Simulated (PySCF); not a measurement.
SMILES BC[Si](F)(F)F at its CAM-B3LYP/def2-SVP optimised geometry (Å):

```
10

B      1.3947     0.2967    -1.2570
C      0.8274    -0.4179     0.0000
Si    -1.0059    -0.4179     0.0000
F     -1.6062    -1.1639    -1.2811
F     -1.5881    -1.1607     1.2918
F     -1.6015     1.0663     0.0000
H      1.6120    -0.3262    -2.2652
H      1.6062     1.4826    -1.2406
H      1.1076     0.0867     0.9397
H      1.1103    -1.4826     0.0480
```

Computed with CAM-B3LYP/def2-TZVP (PySCF 2.14.0). Cells within 0.4 Å of a nucleus heavier than hydrogen are left out (blank, or x).

Map of the deformation density (molecule minus spherical neutral atoms) (e/bohr³) on the plane z = 0.0 Å:

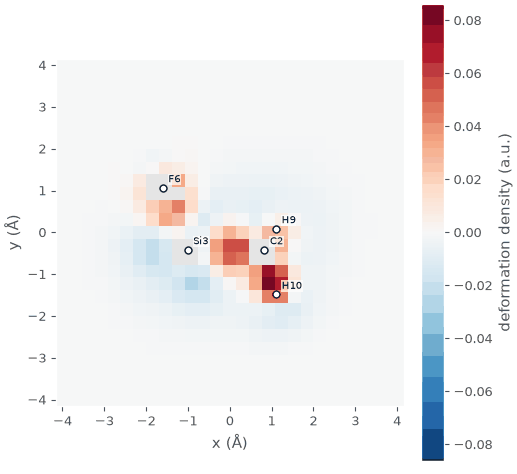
*Deformation density (molecule minus spherical neutral atoms) (e/bohr³) on the plane z = 0.0 Å.*
